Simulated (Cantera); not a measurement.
Charge: 1 mol SiCl₄, 0.89 mol HCl, 17 mol H₂, equilibrated at 0.360 bar.

Method: chemical equilibrium by Gibbs-energy minimisation in Cantera with the NASA 1993 tables (ideal gas, pure condensed phases). Candidate condensed phases: Si; 19 gas species. The tables' values for SiCl₃ are old estimates; treat these amounts as uncertain. Equilibrium is a limit: real reactors are often held back by kinetics, nucleation or transport.

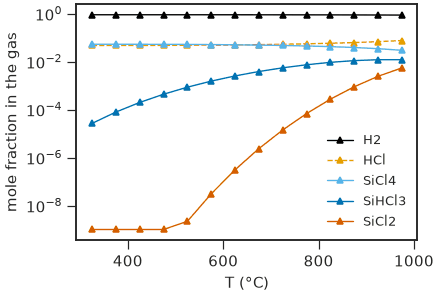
Fig. 1. Equilibrium gas composition (values under 1e-9 drawn at 1e-9)

From 325 °C to 975 °C nothing is condensed. The main Si-bearing gas is SiCl₄ throughout.
